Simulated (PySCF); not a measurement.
## Electronic structure of C$_{6}$H$_{12}$Ge (Ge(vinyl)2Me2) in real space

```
atom    x (Å)    y (Å)    z (Å)
  Ge  -0.4140  -0.0178  -0.2728
   C  -0.4091  -0.0822   1.6753
   C   0.5894  -0.5682   2.4194
   H  -1.3045   0.2887   2.1925
   H   1.5122  -0.9504   1.9681
   H   0.5347  -0.6060   3.5138
   C   1.4184   0.0060  -0.9369
   C   2.4362   0.6244  -0.3299
   H   1.6190  -0.5099  -1.8859
   H   2.3051   1.1533   0.6213
   H   3.4486   0.6315  -0.7506
   C  -1.3584   1.5968  -0.8496
   H  -1.4311   1.6322  -1.9468
   H  -0.8213   2.4941  -0.5090
   H  -2.3771   1.6187  -0.4336
   C  -1.3190  -1.5961  -0.9916
   H  -2.3746  -1.6144  -0.6822
   H  -0.8352  -2.5134  -0.6253
   H  -1.2819  -1.5942  -2.0916
```

Geometry: PBE0-D3(BJ)/def2-SVP.

Theory: PBE0/def2-SVPD, SCF density, gas phase (PySCF).

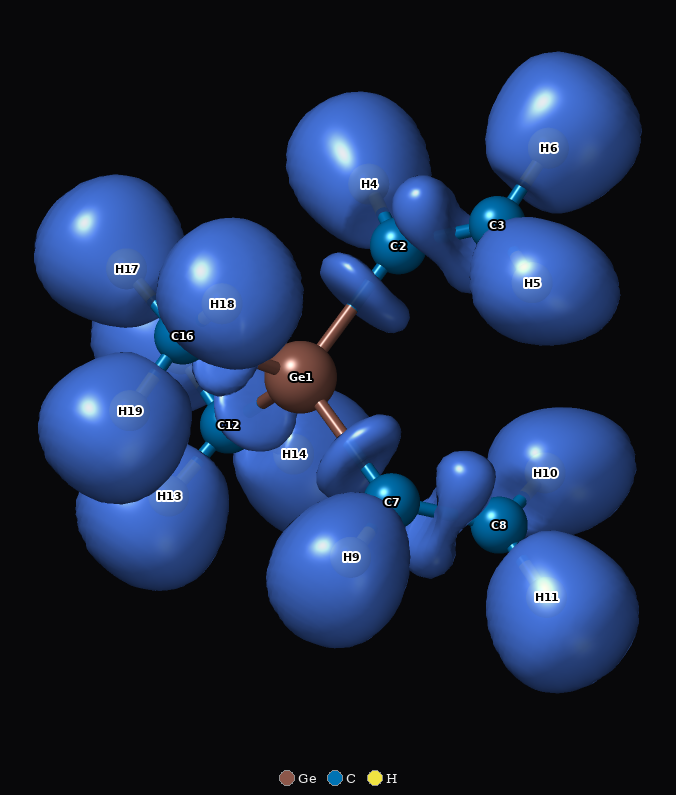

Figure 1. Isosurface of the electron localisation function at 0.8 (blue), seen across its widest extent. Only the valence region is drawn (cores and ρ < 0.01 e/Å³ removed).

**Describe the localisation domains.**

The surface consists of two regions between bonded C–C atoms (shared pairs), twelve regions around hydrogen nuclei and four lobes of the valence shell of C pointing towards Ge (polar bonds). Along the contacts the grid gives the following. C–C (1.34 Å): the ELF peaks at about 0.90 between the atoms (a multiple bond). C–Ge (1.95 Å): the ELF peaks at about 0.95 in the valence shell of C, 0.7 Å from its nucleus, and is about 0.70 at the midpoint.

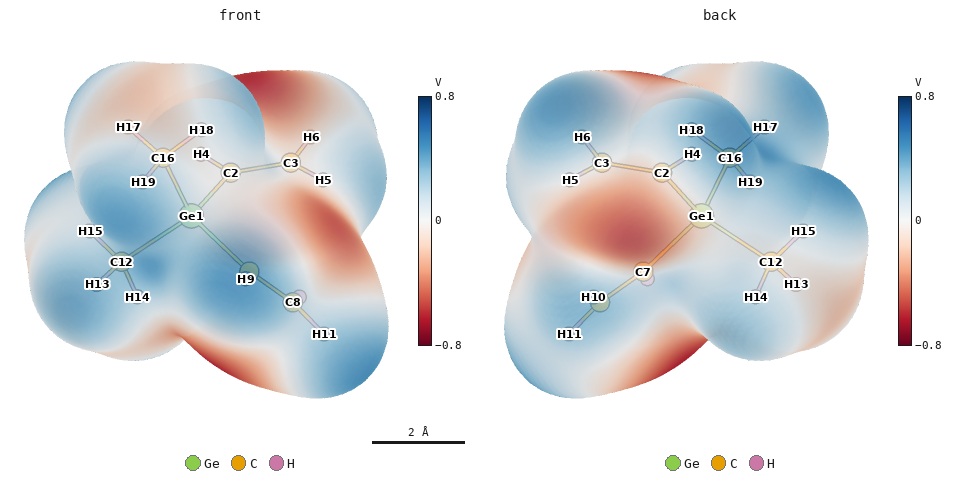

Figure 2. The molecular electrostatic potential painted on the density surface at 0.001 e/bohr³, seen from the front and from behind; the colour scale runs from red (negative) to blue (positive).

**Which sites attract a positive test charge, and which a negative one?**

A positive charge is drawn to the negative regions and a negative charge to the positive ones. The most negative region (about −0.6 V) lies over the π face of C2, C3, C7 and C8, the most positive (about +0.5 V) over the Ge and H atoms.

**What dipole moment does the calculation give?**

Its dipole moment is 0.12 D.

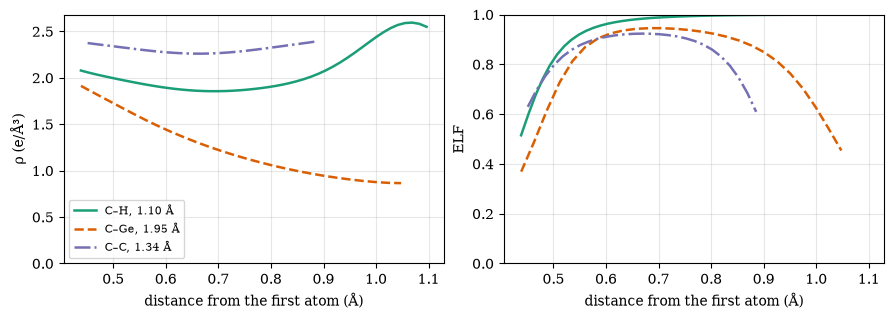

Figure 3. Electron density and electron localisation function along straight lines between neighbouring atoms. The curves leave out the atomic cores.

**What can be read from the curves?**

C–H (1.10 Å): ρ at the midpoint is about 1.9 e/Å³; the ELF climbs to about 1 towards the hydrogen, as it does in any bond to H: a covalent bond by its length.
C–Ge (1.95 Å): ρ is about 0.89 e/Å³ halfway; the ELF peaks at about 0.95 in the valence shell of C, 0.7 Å from its nucleus, and is about 0.70 at the midpoint.
C–C (1.34 Å): ρ at the midpoint is about 2.3 e/Å³; the ELF peaks at about 0.90 between the atoms; a short, multiple covalent bond.
